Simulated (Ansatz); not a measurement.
# AlF2H2N + SiH4: a complex and its separated parts, part 3 of 3

Ansatz 0.2.0, Gaussian basis.

### 19 CCSD(T)/def2-TZVPP

The inputs:

parta/in.yaml

```yaml
crystal:
  periodic: [false, false, false]
  atoms:
    - {symbol: Al, position_ang: [0.023591, 0.536840, -1.206700]}
    - {symbol: N, position_ang: [1.741566, 0.762132, -1.416253]}
    - {symbol: F, position_ang: [-0.701433, -0.856704, -1.677845]}
    - {symbol: F, position_ang: [-0.899150, 1.714260, -0.534513]}
    - {symbol: H, position_ang: [2.360148, 0.079876, -1.821064]}
    - {symbol: H, position_ang: [2.243925, 1.591634, -1.148800]}
basis:
  gaussian: {orbitals: def2-TZVPP}
correlation: {method: ccsd_t}
```

partb/in.yaml

```yaml
crystal:
  periodic: [false, false, false]
  atoms:
    - {symbol: H, position_ang: [0.167433, -0.301935, 0.705408]}
    - {symbol: Si, position_ang: [-0.953658, -0.765579, 1.561052]}
    - {symbol: H, position_ang: [-0.956756, 0.001641, 2.832025]}
    - {symbol: H, position_ang: [-2.239201, -0.551082, 0.850329]}
    - {symbol: H, position_ang: [-0.786466, -2.210885, 1.856262]}
basis:
  gaussian: {orbitals: def2-TZVPP}
correlation: {method: ccsd_t}
```

Each run has its own folder and the same command.

Command:

```console
$ ansatz run in.yaml --threads 8 --pin off --events-out ev --progress --plain --max-ram 19148MiB
```

parta printed (excerpt; [...] marks lines left out):

```text
Functional definition: HF
  name "HF"
  cite "Fock, Z. Phys. 61, 126 (1930) doi:10.1007/BF01340294"
  parent pbe
[...]
1017 factors; integrals over basis functions are off by at most 8.6e-4 eV
[...]
mean field -13517.01593190 eV, -496.7411733347 hartree, gradient 8.6e-6 eV, S^2 0.000000; 0 other end points of the search recorded, 0 dependent functions left out
8 core orbitals not correlated: weight in the atoms' cores, before any rotation towards them, 1.000 or more for the frozen orbitals, at most 0.000 for the correlated occupied ones
reference -13517.01593190 eV, -496.7411733347 hartree; 12, 12 occupied and 143, 143 virtual orbitals, 1017 factors
second order -21.52356380 eV of doubles, -0.00000000 eV of singles
cycle   1  -21.26292761 eV  change    2.6e-1 eV  update   9.0e-2
[...]
cycle   9  -21.73933183 eV  change   -3.6e-6 eV  update   1.3e-5
perturbative correction -0.64971322 eV, -0.0238765203 hartree
Total energy: -13539.40497695 eV, -497.5639555645 hartree
```

partb printed (excerpt; [...] marks lines left out):

```text
[... 4 set-up lines as earlier in the session ...]
[...]
537 factors; integrals over basis functions are off by at most 8.5e-4 eV
[...]
mean field -7925.54426163 eV, -291.2583794879 hartree, gradient 1.8e-6 eV, S^2 0.000000; 0 other end points of the search recorded, 0 dependent functions left out
5 core orbitals not correlated: weight in the atoms' cores, before any rotation towards them, 1.000 or more for the frozen orbitals, at most 0.000 for the correlated occupied ones
reference -7925.54426163 eV, -291.2583794879 hartree; 4, 4 occupied and 89, 89 virtual orbitals, 537 factors
second order -3.90715792 eV of doubles, -0.00000000 eV of singles
cycle   1  -4.49743107 eV  change   -5.9e-1 eV  update   5.5e-2
[...]
cycle   8  -4.71914612 eV  change   -7.3e-7 eV  update   3.7e-6
perturbative correction -0.10444025 eV, -0.0038381085 hartree
Total energy: -7930.36784800 eV, -291.4356430174 hartree
```

Times: 8 s (parta), 0.35 s (partb) on 8 threads of Arm Neoverse V1, shared host; peak memory 1.3 GiB.

### 20 Vibrations of AlF2H2N

File vib-parta/in.yaml:

```yaml
crystal:
  periodic: [false, false, false]
  atoms:
    - {symbol: Al, position_ang: [0.023591, 0.536840, -1.206700]}
    - {symbol: N, position_ang: [1.741566, 0.762132, -1.416253]}
    - {symbol: F, position_ang: [-0.701433, -0.856704, -1.677845]}
    - {symbol: F, position_ang: [-0.899150, 1.714260, -0.534513]}
    - {symbol: H, position_ang: [2.360148, 0.079876, -1.821064]}
    - {symbol: H, position_ang: [2.243925, 1.591634, -1.148800]}
basis:
  gaussian: {orbitals: def2-TZVP}
hamiltonian: {xc: pbe0, dispersion: d4}
phonons: {temperatures: {t_min: 298.15, t_max: 900, t_step: 200}}
```

Command:

```console
$ ansatz run in.yaml --threads 8 --pin off --events-out ev --progress --plain --max-ram 19148MiB
```

Standard output (excerpt; [...] marks lines left out):

```text
[... 5 set-up lines as earlier in the session ...]
[...]
834 factors; their error is unknown
[...]
mean field -13551.88760697 eV, -498.0226837568 hartree, gradient 1.4e-5 eV, S^2 0.000000; 0 other end points of the search recorded, 0 dependent functions left out
[...]
Atom 3 at    -0.899150     1.714260    -0.534513 Å, force     0.000296     0.000549     0.000203 eV/Å
Atom 4 at     2.360148     0.079876    -1.821064 Å, force    -0.000095     0.000800     0.000512 eV/Å
Atom 5 at     2.243925     1.591634    -1.148800 Å, force     0.000226    -0.000560    -0.000120 eV/Å
Dipole moment:     0.526666     0.069148    -0.064423 e Å
Vibrations: 200.10 245.48 286.33 370.62 378.00 676.68 688.34 934.00 939.33 1563.62 3624.71 3716.46 cm⁻¹, zero-point energy 0.844560 eV
```

Wall time 15 s (8 threads of Arm Neoverse V1, shared host).

Wavenumbers and character of the modes:

```
mode  wavenumber (cm⁻¹)                       character
   1                200                            bend
   2                245                            bend
   3                286  torsion with out-of-plane bend
   4                371                         torsion
   5                378  torsion with out-of-plane bend
   6                677                            bend
   7                688           Al–F and Al–N stretch
   8                934           Al–N and Al–F stretch
   9                939                    Al–F stretch
  10               1564                            bend
  11               3625                     N–H stretch
  12               3716                     N–H stretch
```

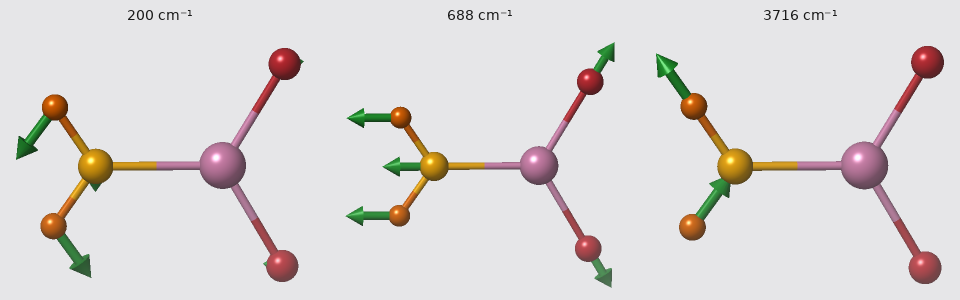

Displacements of 3 modes, as arrows.

Vibrational sums (real modes only):

```
T (K)  entropy (J/mol/K)  heat capacity (J/mol/K)
  298               35.2                     46.2
  498               63.3                     62.5
  698               85.8                     70.9
  898              104.4                     76.3
```

### 21 Vibrations of SiH4

File vib-partb/in.yaml:

```yaml
crystal:
  periodic: [false, false, false]
  atoms:
    - {symbol: H, position_ang: [0.167433, -0.301935, 0.705408]}
    - {symbol: Si, position_ang: [-0.953658, -0.765579, 1.561052]}
    - {symbol: H, position_ang: [-0.956756, 0.001641, 2.832025]}
    - {symbol: H, position_ang: [-2.239201, -0.551082, 0.850329]}
    - {symbol: H, position_ang: [-0.786466, -2.210885, 1.856262]}
basis:
  gaussian: {orbitals: def2-TZVP}
hamiltonian: {xc: pbe0, dispersion: d4}
phonons: {temperatures: {t_min: 298.15, t_max: 900, t_step: 200}}
```

Command:

```console
$ ansatz run in.yaml --threads 8 --pin off --events-out ev --progress --plain --max-ram 19148MiB
```

Standard output (excerpt; [...] marks lines left out):

```text
[... 5 set-up lines as earlier in the session ...]
[...]
444 factors; their error is unknown
[...]
mean field -7939.08539910 eV, -291.7560071114 hartree, gradient 2.9e-5 eV, S^2 0.000000; 0 other end points of the search recorded, 0 dependent functions left out
[...]
Atom 2 at    -0.956756     0.001641     2.832025 Å, force     0.000336     0.001980     0.001930 eV/Å
Atom 3 at    -2.239201    -0.551082     0.850329 Å, force    -0.004252     0.000277    -0.001370 eV/Å
Atom 4 at    -0.786466    -2.210885     1.856262 Å, force     0.000695    -0.002694    -0.000131 eV/Å
Dipole moment:     0.000071    -0.000010     0.000035 e Å
Vibrations: 906.53 906.53 906.62 968.33 968.54 2236.23 2245.75 2245.87 2246.07 cm⁻¹, zero-point energy 0.844982 eV
```

Run time: 1.9 s. Hardware: 8 threads of Arm Neoverse V1, shared host.

Wavenumbers and character of the modes:

```
mode  wavenumber (cm⁻¹)     character
   1                907          bend
   2                907          bend
   3                907          bend
   4                968          bend
   5                969          bend
   6               2236  Si–H stretch
   7               2246  Si–H stretch
   8               2246  Si–H stretch
   9               2246  Si–H stretch
```

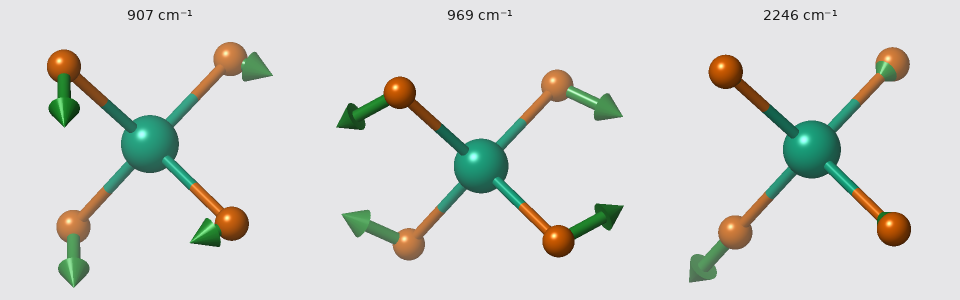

How the atoms move in 3 of the modes.

Vibrational sums (real modes only):

```
T (K)  entropy (J/mol/K)  heat capacity (J/mol/K)
  298                2.6                      9.7
  498               11.5                     25.7
  698               22.2                     38.0
  898               32.9                     47.1
```

### 22 Complex less separated parts

The complex's own energies come from single points at the same levels.

Rows are in def2-TZVPP; times add the 3 runs of a level on a shared host, so small differences are noise.

Differences are taken before rounding.

```
      method                    rung  complex less parts (kJ/mol)  from CCSD(T) (kJ/mol)   time
       SPW92                     LDA                        -39.2                  -21.0  1.2 s
      PBE-D4                     GGA                        -25.0                   -6.8  1.8 s
     BLYP-D4                     GGA                        -18.5                   -0.3  1.9 s
   r2SCAN-D4                meta-GGA                        -26.0                   -7.8  3.6 s
      B97M-V                meta-GGA                        -23.0                   -4.8  6.3 s
     PBE0-D4                  hybrid                        -24.1                   -5.9  2.5 s
    B3LYP-D4                  hybrid                        -20.1                   -1.9  2.2 s
  r2SCAN0-D4                  hybrid                        -25.3                   -7.0  4.2 s
    BHLYP-D4                  hybrid                        -22.1                   -3.9  2.3 s
CAM-B3LYP-D4  range-separated hybrid                        -20.7                   -2.5  2.8 s
     wB97X-V  range-separated hybrid                        -21.8                   -3.6  5.8 s
     wB97M-V  range-separated hybrid                        -22.9                   -4.7  6.4 s
      B2PLYP           double hybrid                        -12.8                   +5.4  4.2 s
    PBE-QIDH           double hybrid                        -19.1                   -0.9  4.2 s
  RPA on PBE                     RPA                        -14.2                   +4.0  4.5 s
Hartree-Fock            wavefunction                         -1.1                  +17.1       
         MP2            wavefunction                        -17.0                   +1.2       
        CCSD            wavefunction                        -15.6                   +2.6       
     CCSD(T)            wavefunction                        -18.2                      0   95 s
```

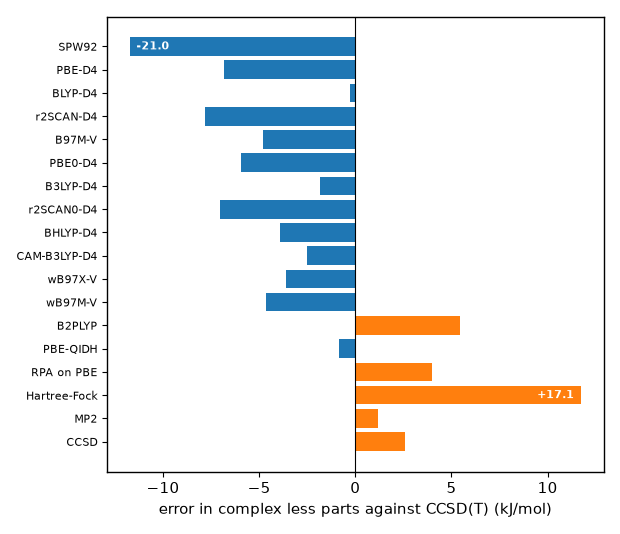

Deviations from CCSD(T), method by method. Bars with a number in them are cut short.

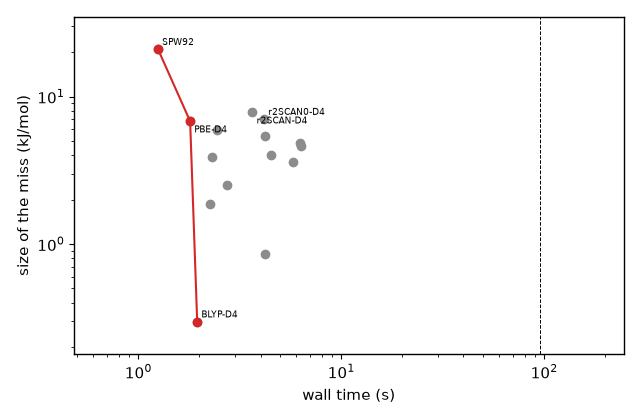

Miss against cost. Red marks the levels that no quicker level drawn beats (of those quicker than the yardstick), and the dashed line is the time of CCSD(T). Only those levels and the largest misses are named. Times are from a shared host.

BLYP-D4 reaches 0.3 kJ/mol from the reference in 1.9 s, where CCSD(T) took 95 s; the quickest level in the cost chart, SPW92, takes 1.2 s and misses by 21.0 kJ/mol.

The complex's zero-point energy, from a separate PBE0-D4 run, is 1.740 eV.

### 23 Summary of results

The summary covers parts 1 to 3.

```
                              quantity         value
complex less parts, CCSD(T)/def2-TZVPP  -18.2 kJ/mol
                with zero-point energy  -13.3 kJ/mol
                 largest T1 diagnostic         0.012
```

In words: At CCSD(T) the complex lies 18.2 kJ/mol below its parts. The functionals run from BLYP-D4, off by -0.3 kJ/mol, to SPW92, off by -21.0 kJ/mol, against CCSD(T). Mean unsigned error by rung: LDA 21.0, GGA 3.6, meta-GGA 6.3, hybrid 4.7, range-separated hybrid 3.6, double hybrid 3.1 kJ/mol. The double hybrids carry no dispersion term here, unlike the levels marked D4 or V. PBE-D4 gives a relative energy 6.8 kJ/mol too low, outside chemical accuracy (1 kcal/mol, 4.2 kJ/mol). The complex's frequency run has imaginary modes: the structure is no minimum, so both the energy and the zero-point correction are in doubt. No counterpoise was applied, and triple zeta lacks some correlation, so the CCSD(T) reference has a basis error of its own, and close matches with it are partly luck.
